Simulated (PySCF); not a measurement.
| atom | x (Å) | y (Å) | z (Å) |
| --- | --- | --- | --- |
| N | -1.6946 | -0.8423 | -0.2689 |
| Si | -0.6323 | 0.0909 | 0.7053 |
| C | -1.0454 | 1.9093 | 0.2681 |
| O | -2.1316 | 2.4087 | 0.4257 |
| O | 0.8987 | -0.1938 | 0.2746 |
| Si | 2.1821 | -0.7381 | -0.5534 |
| H | -2.6630 | -0.5710 | -0.3264 |
| H | -1.6086 | -1.8465 | -0.2822 |
| H | -0.6450 | -0.1160 | 2.1538 |
| H | -0.2238 | 2.5354 | -0.1462 |
| H | 3.2952 | -0.5983 | 0.3813 |
| H | 1.9286 | -2.1346 | -0.9065 |
| H | 2.3352 | 0.0969 | -1.7428 |

Geometry: GFN2-xTB.

Level of theory: CAM-B3LYP/def2-SVPD, SCF density, gas phase (PySCF 2.14.0).

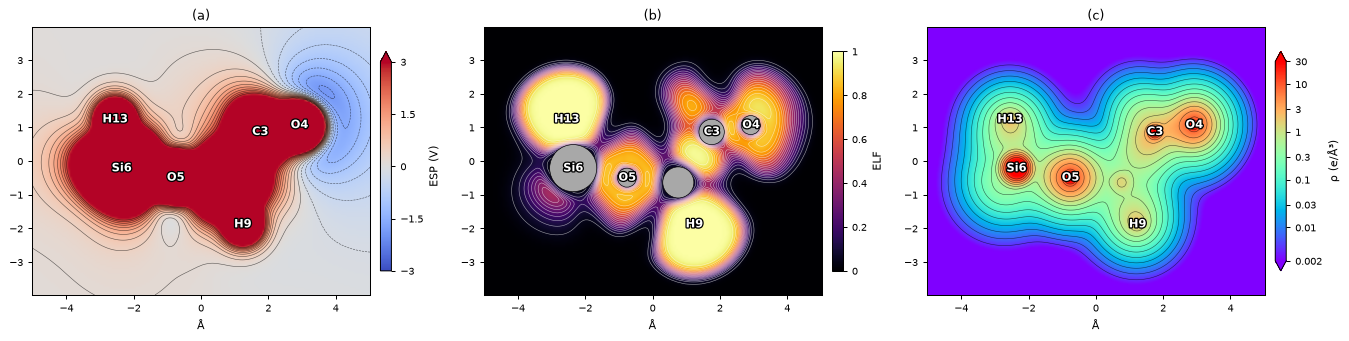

CH₇NO₂Si₂. (a) electrostatic potential; (b) ELF; (c) total electron density on the plane of atoms O5, Si6 and H13. Grey discs cover the atomic cores in the ELF map.

**What do the fields say about this system?**

- The plane passes through C, O, Si and H nuclei.
- C–O (1.21 Å): ρ is about 3.4 e/Å³ halfway; the ELF peaks at about 0.90 between the atoms (a short, multiple covalent bond).
- Si–O (1.62 Å): ρ is about 1.1 e/Å³ halfway; the ELF peaks at about 0.85 between the atoms, as expected for a short, strongly polar bond.
- Si–H (1.46 Å): ρ is about 0.81 e/Å³ halfway; the ELF climbs to about 1 towards the hydrogen, as it does in any bond to H.
- The ELF also peaks beside O5 and O4, away from the bonds: lone-pair regions.
- Outside the dense part of the molecule the potential is most negative (−1.9 V) near O4.
